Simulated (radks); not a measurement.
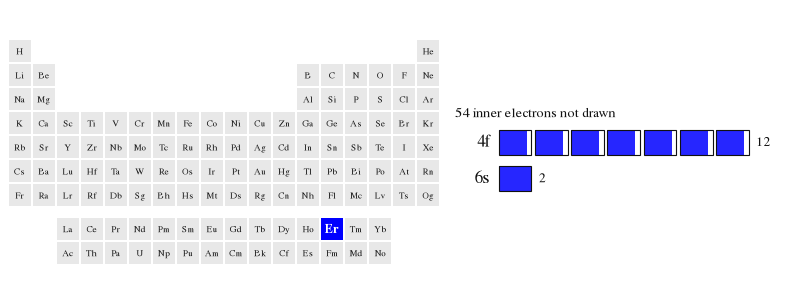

Fig. 1: Left, the place of erbium in the periodic table; right, the outer shells as the input fills them: a box for each of the 2l + 1 orbitals, shaded by the share of the shell that is filled, with the electron count at the right.

## Run report: Er, atomic calculation

- system: the neutral erbium atom in the configuration [Xe] 4f12 6s2 (open shells shared over both j by 2j + 1).
- method: Dirac Kohn-Sham, BLYP, spin-unpolarised, spherical densities, finite nucleus (the in-house radial solver radks)

### Input
```
Z 68
configuration [Xe] 4f12 6s2
relativity Dirac
functional b88,lyp
spin unpolarised
j_filling average
nucleus finite rms 5.2516 fm
c 137.035999084
threshold 1e-05
max_iterations 93
```

Energies in input and log are in hartree, lengths in bohr (the nuclear radius in fm).

Hardware: 1 thread of Intel Xeon, 108 GiB of memory available, shared host.

Launched within a batch (the task file carries these settings):
```bash
python <driver script> task.json out
```

### The program's output
```
1s1/2   1   2.0000       -2105.74375759
2s1/2   1   2.0000        -353.56724751
2p1/2   1   2.0000        -336.82525753
2p3/2   1   4.0000        -303.11999386
3s1/2   1   2.0000         -79.20554576
3p1/2   1   2.0000         -71.84724185
3p3/2   1   4.0000         -64.76895687
3d3/2   1   4.0000         -52.16203306
3d5/2   1   6.0000         -50.61485432
4s1/2   1   2.0000         -15.61022743
4p1/2   1   2.0000         -12.66856529
4p3/2   1   4.0000         -11.07417487
4d3/2   1   4.0000          -6.22878542
4d5/2   1   6.0000          -5.93907864
4f5/2   1   5.1429          -0.12960444
4f7/2   1   6.8571          -0.08981968
5s1/2   1   2.0000          -1.89371225
5p1/2   1   2.0000          -1.10176441
5p3/2   1   4.0000          -0.90509105
6s1/2   1   2.0000          -0.13667126
Etot -13099.245063775405
Ekin 14455.627640789662
Encl -32408.419597669774
Eh 5133.672495629638
Exc -280.1256025249321
err 5.3767064804394e-05
it 13
```

### What the run reported

| quantity | value |
| --- | --- |
| outcome | converged |
| total energy | −13099.2451 hartree |
| kinetic energy | 14455.6276 hartree |
| electron–nucleus energy | −32408.4196 hartree |
| Hartree energy | 5133.6725 hartree |
| exchange–correlation energy | −280.125603 hartree |
| radius at density 0.001 e/bohr³ | 5.08 bohr |
| SCF iterations | 13 |

### What is odd here

A numerical setting was moved from its usual value: convergence threshold tolx = 1e-05. The program ran to the end, and its total energy equals that of the same run with the usual input (−13099.24506 hartree) within 10⁻⁵ hartree, so the oddity leaves no trace in it.
